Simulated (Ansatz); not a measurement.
A series of calculations on CH₂SeTe

### Relaxation

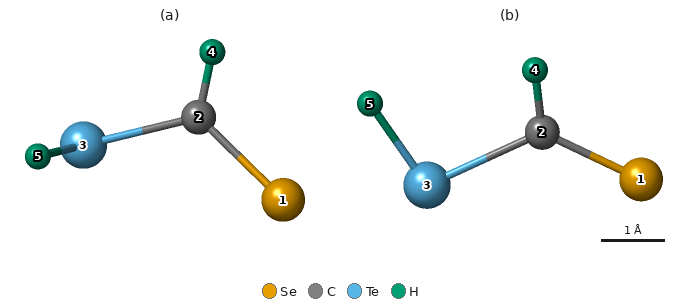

The structure of CH2SeTe before (left) and after (right) a relaxation, at one scale.

The picture is a ball-and-stick view, seen face on.

The run prepares an end point of a later path (torsion) calculation, from a guessed geometry.

Computed with RKS revPBE/def2-SVP in Ansatz 0.2.0. Set-up: no spin polarisation; force threshold 0.015 eV/Å; at most 40 steps.

What changed between the two?

Answer. Over 12 accepted moves (13 points after the start) the energy falls by 20.1 kcal/mol. The largest force component goes from 2.9 to 0.0071 eV/Å. The line search rejected the trial step at point 2 of the run. The atom that moves furthest after the best rigid fit is H5 (1.01 Å). By element the largest moves are H 1.01 Å, Te 0.80 Å, Se 0.65 Å, C 0.28 Å. Near-neighbour distances that change, for instance: Se1–C2 1.944 → 1.777 Å, C2–H4 1.087 → 1.108 Å, Te3–H5 1.706 → 1.690 Å, C2–Te3 2.107 → 2.117 Å. Among the angles between lasting bonds that change: Te3–C2–H4 117.2° → 112.4°, C2–Te3–H5 91.2° → 94.5°, Se1–C2–H4 118.9° → 122.1°. Groups turn about C2–Te3 by about 90°.

### Relaxation

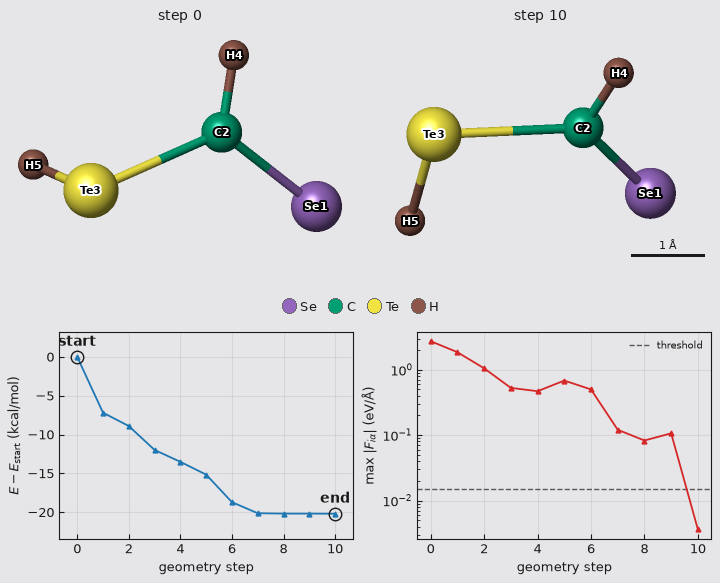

First and last geometry of a relaxation of CH₂SeTe, with the history of the run. A ball-and-stick model, seen at a tilt.

The run prepares an end point of a later path (torsion) calculation, from a guessed geometry.

Level of theory: Ansatz, RKS revPBE/def2-SVP.

Input
```yaml
crystal:
  periodic: [false, false, false]
  atoms:
    - { symbol: Se, position_ang: [-1.3777, -1.4843, -0.9467] }
    - { symbol: C, position_ang: [-0.0289, -0.6281, 0.1608] }
    - { symbol: Te, position_ang: [1.2045, 0.9472, -0.5006] }
    - { symbol: H, position_ang: [0.1535, -1.0152, 1.1603] }
    - { symbol: H, position_ang: [2.3523, -0.15892, -1.10841] }
basis:
  gaussian: { orbitals: def2-SVP }
hamiltonian:
  xc: revpbe
relax:
  f_tol: 0.015
  max_steps: 40
```

Command:
```bash
ansatz run input.yaml --threads 1 --pin off --max-ram 2048MiB --backend cpu --events-out ev --progress --plain --runs-dir out
```

Question: Did the run converge, and what did it change?

Answer: It converged. The largest move after the best rigid fit is that of Te3, 0.85 Å. By element the largest moves are Te 0.85 Å, H 0.81 Å, Se 0.47 Å, C 0.07 Å. Among the contacts that change: Se1–C2 1.944 → 1.775 Å, Te3–H5 1.706 → 1.683 Å, C2–H4 1.087 → 1.109 Å, C2–Te3 2.107 → 2.121 Å. Bond angles that change, for instance: Te3–C2–H4 117.2° → 108.6°, Se1–C2–Te3 123.8° → 130.4°, C2–Te3–H5 91.2° → 93.4°. Groups turn about C2–Te3 by about 90°. The energy falls by 20.2 kcal/mol in 10 geometry steps. The largest force component goes from 2.7 to 0.0036 eV/Å.

| step | E − E(0), kcal/mol | largest force component, eV/Å |
| --- | --- | --- |
| 0 | 0.00 | 2.7400 |
| 1 | -7.19 | 1.8580 |
| 2 | -8.90 | 1.0536 |
| 3 | -11.98 | 0.5286 |
| 4 | -13.51 | 0.4700 |
| 5 | -15.16 | 0.6837 |
| 6 | -18.70 | 0.5006 |
| 7 | -20.13 | 0.1209 |
| 8 | -20.17 | 0.0828 |
| 9 | -20.18 | 0.1067 |
| 10 | -20.19 | 0.0036 |

### Path

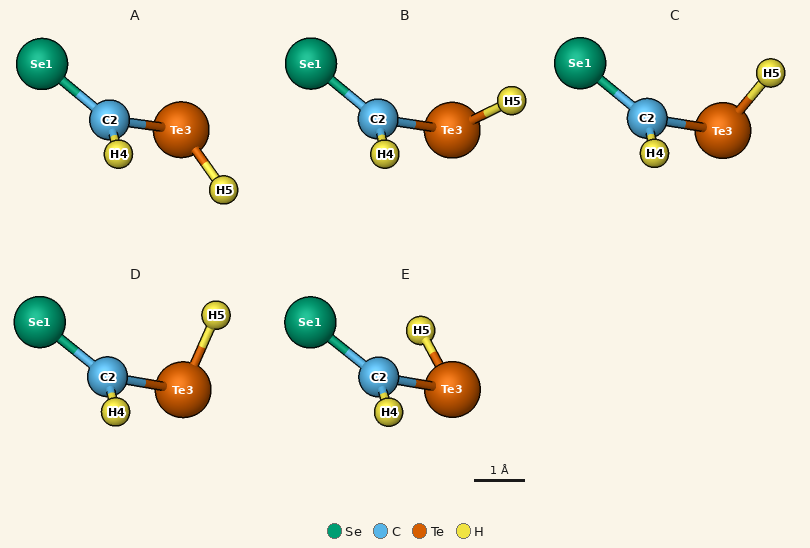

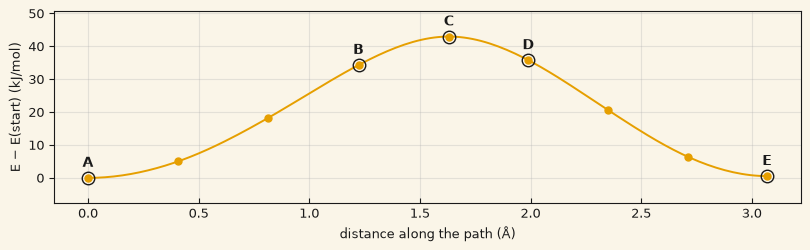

NEB run on CH2SeTe. Images are numbered from 0 (start) to 8 (end). Frames A to E are images 0, 3, 4, 5, 8. A ball-and-stick model, seen from a free direction.

Method: RKS revPBE/def2-SVP (Ansatz).

Input file:
```yaml
crystal:
  periodic: [false, false, false]
  atoms:
    - { symbol: Se, position_ang: [-0.854482, -2.003422, -0.897467] }
    - { symbol: C, position_ang: [-0.274742, -0.582557, -0.002269] }
    - { symbol: Te, position_ang: [0.689089, 1.097977, -0.855199] }
    - { symbol: H, position_ang: [-0.388568, -0.49091, 1.096221] }
    - { symbol: H, position_ang: [0.878603, 1.905211, 0.617314] }
basis:
  gaussian: { orbitals: def2-SVP }
hamiltonian:
  xc: revpbe
neb:
  order_check: false
  images: 7
  f_tol: 0.05
  max_iterations: 46
  final_atoms:
    - { symbol: Se, position_ang: [-0.56420108, -1.49708643, -1.16548874] }
    - { symbol: C, position_ang: [-0.3006129, -0.54535185, 0.30949542] }
    - { symbol: Te, position_ang: [0.60963738, 1.35177423, 0.57774083] }
    - { symbol: H, position_ang: [-0.63212202, -0.92179995, 1.29879776] }
    - { symbol: H, position_ang: [0.93719862, 1.538763, -1.06194527] }
  initial_path:
    images:
      - { positions_ang: [[-0.854482, -2.003422, -0.897467], [-0.274742, -0.582557, -0.002269], [0.689089, 1.097977, -0.855199], [-0.388568, -0.49091, 1.096221], [0.878603, 1.905211, 0.617314]] }
      - { positions_ang: [[-0.85953655, -2.02473548, -0.90743051], [-0.27458186, -0.56523796, 0.00587546], [0.69181512, 1.10348635, -0.86072806], [-0.38752898, -0.48992243, 1.10007322], [0.87973226, 1.90270852, 0.62080989]] }
      - { positions_ang: [[-0.86459109, -2.04604895, -0.91739402], [-0.27442171, -0.54791891, 0.01401992], [0.69454125, 1.10899569, -0.86625711], [-0.38648996, -0.48893487, 1.10392545], [0.88086151, 1.90020604, 0.62430577]] }
      - { positions_ang: [[-0.86964564, -2.06736243, -0.92735753], [-0.27426157, -0.53059987, 0.02216438], [0.69726737, 1.11450504, -0.87178617], [-0.38545093, -0.4879473, 1.10777767], [0.88199077, 1.89770356, 0.62780166]] }
      - { positions_ang: [[-0.87470018, -2.08867591, -0.93732105], [-0.27410142, -0.51328083, 0.03030884], [0.6999935, 1.12001439, -0.87731522], [-0.38441191, -0.48695973, 1.11162989], [0.88312002, 1.89520108, 0.63129754]] }
      - { positions_ang: [[-0.79707541, -1.94077854, -0.99436297], [-0.28072929, -0.52129858, 0.10010548], [0.67740447, 1.17795435, -0.51355121], [-0.44633944, -0.59566979, 1.15842186], [0.89663967, 1.80609156, 0.20798684]] }
      - { positions_ang: [[-0.71945063, -1.79288117, -1.05140489], [-0.28735716, -0.52931634, 0.16990213], [0.65481544, 1.23589431, -0.1497872], [-0.50826697, -0.70437984, 1.20521383], [0.91015932, 1.71698204, -0.21532387]] }
      - { positions_ang: [[-0.64182586, -1.6449838, -1.10844682], [-0.29398503, -0.53733409, 0.23969877], [0.63222641, 1.29383427, 0.21397682], [-0.57019449, -0.8130899, 1.25200579], [0.92367897, 1.62787252, -0.63863457]] }
      - { positions_ang: [[-0.56420108, -1.49708643, -1.16548874], [-0.3006129, -0.54535185, 0.30949542], [0.60963738, 1.35177423, 0.57774083], [-0.63212202, -0.92179995, 1.29879776], [0.93719862, 1.538763, -1.06194527]] }
```

Run as
```bash
ansatz run input.yaml --threads 1 --pin off --max-ram 2048MiB --backend cpu --events-out ev --progress --plain --runs-dir out
```

Question: Describe the mechanism and the energy profile.

Answer: The highest point, image 4, lies 43.0 kJ/mol above the start and 42.4 kJ/mol above the end; the end is at +0.5 kJ/mol relative to the start. The motion is a rotation about the C2–Te3 bond by about 180°. No bond forms or breaks between the ends. Bond angles that change up to the highest image, for instance: C2–Te3–H5 94.5° → 90.7°. The band converged in 20 iterations. The largest component of the band force went from 470 to 0.032 eV/Å. The climbing image converged on the top of the path. Its vibrational analysis gives one imaginary mode (401i cm⁻¹), as a transition state must have.

Cost: 9.2 min on 1 thread of Intel(R) Xeon(R) Processor @ 2.50GHz (Skylake/Cascade Lake), with other jobs on the host, peak memory 0.13 GiB.
